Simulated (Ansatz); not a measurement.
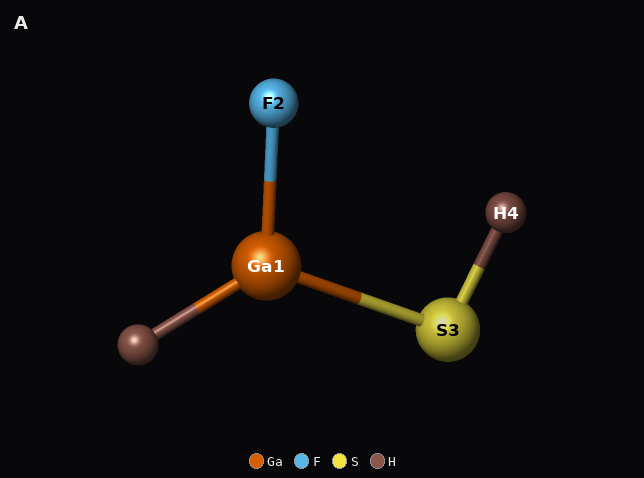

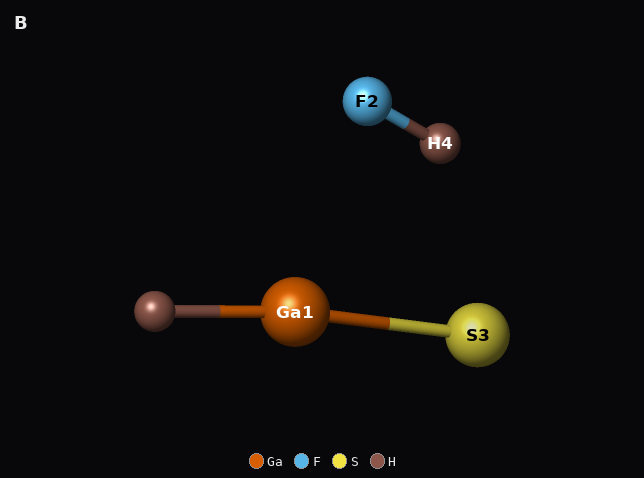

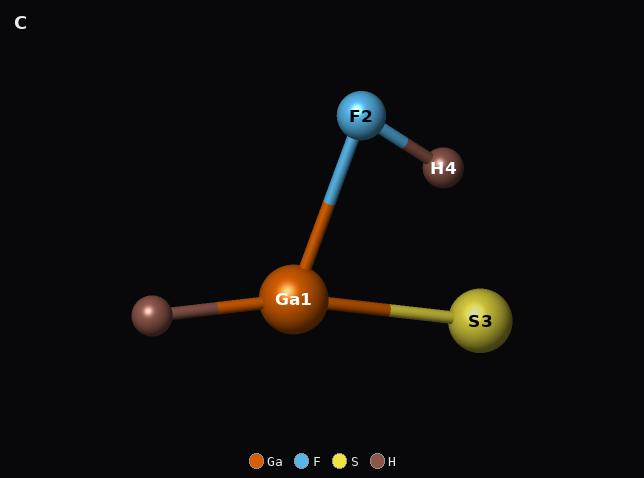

Three stationary points along one reaction path, in mixed order. Sticks follow a distance rule, so a partial bond may show as a full stick or not at all. The species is neutral and a spin singlet. Geometries: PBE0-D4/def2-TZVP; all other levels are single points on them, and energies count from the start as drawn. Program: Ansatz 0.2.0. In CBS estimates cores are frozen, and CCSD(T) − MP2 is taken in the smaller basis.

> Which panel shows the transition state?

C.

> Which bonds form and which break from A to B?

Formed: F2–H4; broken: Ga1–F2, S3–H4. At the saddle point F2···H4 is 1.12 Å, Ga1···F2 is 2.04 Å, S3···H4 is 1.76 Å.

Give the electronic barrier and the reaction energy from A to B in eV (no zero-point energy) with CCSD(T)/CBS (MP2 limit from def2-TZVPP and def2-QZVPP plus CCSD(T) − MP2).

```json
{"level": "CCSD(T)/CBS (MP2 limit from def2-TZVPP and def2-QZVPP plus CCSD(T) − MP2)", "barrier": "1.442", "reaction energy": "+1.290"}
```
